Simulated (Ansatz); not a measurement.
Input file:

```
crystal:
  lattice:
    - [2.3542551779, -4.1324932451, 0.0]
    - [2.3542551779, 4.1324932451, 0.0]
    - [0.0, 0.0, 5.1737761196]
  atoms:
    - { symbol: Mg, position: [0.0, 0.0, 0.5] }
    - { symbol: Si, position: [0.7101311168, 0.2898688832, 0.0] }
    - { symbol: Si, position: [0.2898688832, 0.7101311168, 0.0] }
    - { symbol: Si, position: [0.0, 0.0, 0.0] }
    - { symbol: "N", position: [0.5, 0.5, 0.0] }
basis:
  ecutwfc: 420
kpoints:
  mp_grid: { grid: [10, 10, 8] }
hamiltonian:
  xc: pbe
scf:
  occupations: { method: gaussian, width: 0.1 }
output:
  forces: true
  stress: true
  eigenvalues: true
  write_density: true
  write_potential: true
  elf: true
  volumetric_format: npy
relax:
  adjacent_minimum: "off"
  f_tol: 0.01
  max_steps: 80
  cell: { stress_tol: 0.05 }
```

Run with:

```sh
ansatz run input.yaml --threads 1 --pin off --max-ram 2560MiB --backend cpu --events-out ev --progress --plain --runs-dir out
```

Below, planes, directions and counts refer to the conventional cell (a = 4.65 Å, b = 8.25 Å, c = 5.17 Å, α = 90.00°, β = 90.00°, γ = 90.00°).

The fields are those of the relaxed geometry.

Space group Cmmm; a structure generated by program, which may or may not match a known phase; computed without spin polarisation.

All numbers below come from DFT PBE, scalar-relativistic, plane waves, PAW in Ansatz.

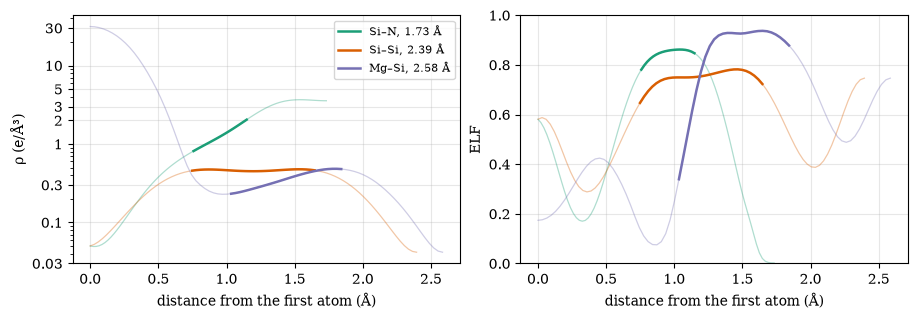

MgSi₃N. Valence pseudo-density and ELF along straight lines between neighbouring atoms. Thin, pale parts lie inside the atomic spheres.

The density is the valence pseudo-density of a PAW calculation; it isn't the true density close to the nuclei.

### What can be read from the curves?

Si–N (1.73 Å): ρ is about 1 e/Å³ halfway; the ELF peaks at about 0.85 between the atoms.
Si–Si (2.39 Å): the density is about 0.45 e/Å³ at the midpoint; the ELF peaks at about 0.80 between the atoms.
Mg–Si (2.58 Å): ρ at the midpoint is about 0.3 e/Å³; the ELF peaks at about 0.95 in the valence shell of Si, 0.9 Å from its nucleus, and is about 0.90 at the midpoint.
